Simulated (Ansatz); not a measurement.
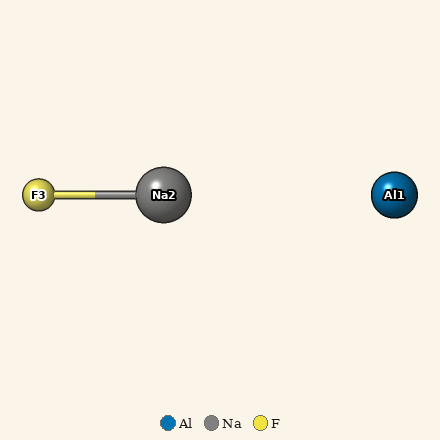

The system is Al + NaF, spin multiplicity 2; the picture shows the reference structure. Coordinates scanned: (1) distance Al1–Na2; (2) distance Na2–F3. Nothing is relaxed (the angle Al1–Na2–F3 is fixed at 180 degrees). Grid: 11 × 11 points. Points are written as (first, second). Energies are in kJ/mol, from Al far from the relaxed NaF (each part in its own basis). Theory: Ansatz 0.2.0, UHF/def2-TZVPD.

Its coordinates:

```json
{"atom": "Al", "x (Å)": "-3.4930", "y (Å)": "0.0000", "z (Å)": "0.0000"}
{"atom": "Na", "x (Å)": "0.0000", "y (Å)": "0.0000", "z (Å)": "0.0000"}
{"atom": "F", "x (Å)": "1.8880", "y (Å)": "0.0000", "z (Å)": "0.0000"}
```

Range: distance Al1–Na2 from 2.296 to 3.896 Å; distance Na2–F3 from 1.808 to 3.408 Å.

Question: What will the energy surface look like?

Answer: The lowest grid point is at (3.493 Å, 1.888 Å), −27 kJ/mol from Al far from the relaxed NaF (each part in its own basis). It is the only kind of minimum in the scanned range. The highest grid point, (2.296 Å, 3.408 Å), lies 356 kJ/mol above the lowest.

| distance Na2–F3 ↓, distance Al1–Na2 → | 2.296 | 2.376 | 2.493 | 2.630 | 2.782 | 2.946 | 3.120 | 3.302 | 3.493 | 3.691 | 3.896 |
| --- | --- | --- | --- | --- | --- | --- | --- | --- | --- | --- | --- |
| 3.408 | 329 | 297 | 261 | 231 | 208 | 193 | 184 | 180 | 179 | 180 | 183 |
| 3.203 | 304 | 272 | 236 | 206 | 183 | 168 | 159 | 154 | 154 | 155 | 158 |
| 3.005 | 277 | 245 | 209 | 179 | 156 | 141 | 132 | 127 | 126 | 128 | 130 |
| 2.814 | 248 | 216 | 181 | 150 | 128 | 112 | 103 | 99 | 97 | 99 | 101 |
| 2.632 | 217 | 187 | 151 | 121 | 98 | 83 | 74 | 69 | 68 | 68 | 71 |
| 2.458 | 187 | 157 | 121 | 91 | 69 | 53 | 44 | 39 | 38 | 38 | 40 |
| 2.294 | 159 | 129 | 94 | 64 | 41 | 26 | 16 | 11 | 10 | 10 | 12 |
| 2.142 | 135 | 107 | 72 | 42 | 19 | 3 | −6 | −11 | −13 | −13 | −11 |
| 2.005 | 121 | 94 | 59 | 29 | 6 | −10 | −19 | −25 | −27 | −26 | −25 |
| 1.888 | 118 | 93 | 58 | 29 | 6 | −10 | −20 | −25 | −27 | −27 | −26 |
| 1.808 | 126 | 103 | 68 | 38 | 16 | 0 | −10 | −15 | −18 | −18 | −17 |

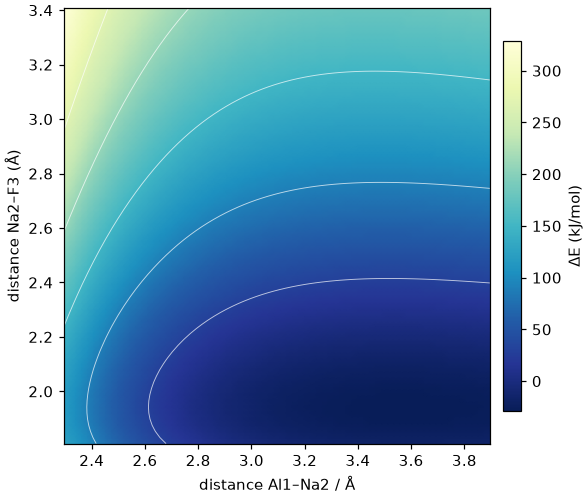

The picture shows a smooth colour map with a few white contour lines. Between grid points the surface is interpolated.

Time for the 121 points that were run: 28 min on 1 thread of Arm Neoverse V2, on a shared host.
